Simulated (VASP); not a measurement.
Band structure of Os (hcp). Level of theory: SCAN meta-GGA, VASP's PBE PAW potentials (set 64) (plane waves; VASP).

Unless said otherwise, spin-orbit coupling is left out, though it shifts the bands of the heavy elements here.

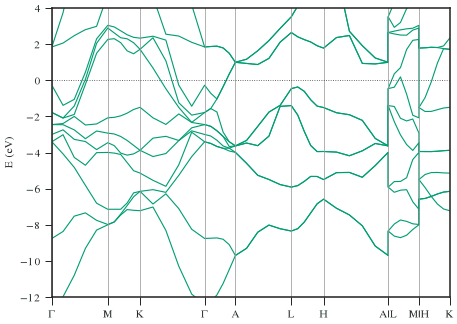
Bands along high-symmetry lines, zero at the valence-band maximum or, without a gap, the Fermi level

Question: Read the plot: is there a gap, and where are the band edges?

Answer: It has no gap at this level: it comes out as a metal or semimetal.

The compound is Os in the hcp structure. It was relaxed first.
